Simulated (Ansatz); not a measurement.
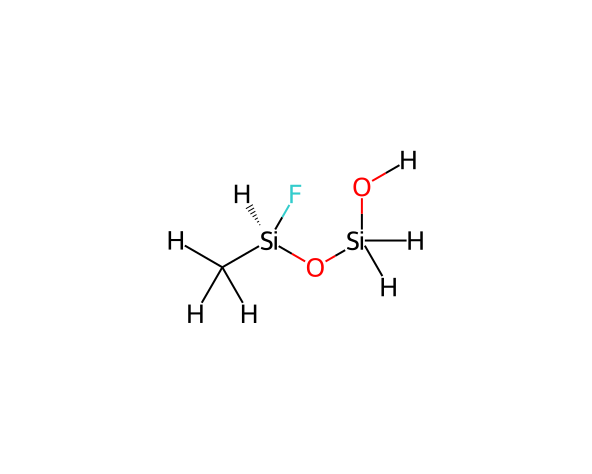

Simulated data, not a measurement (program: Ansatz).

A structural formula.

### Transcribe the drawing into SMILES.

C[Si@@H](F)O[SiH2]O

### Give the formula, hydrogens included.

CH7FO2Si2.

### An optimisation with PBE0-D4/def2-TZVP gave a structure of which point group?

C1.
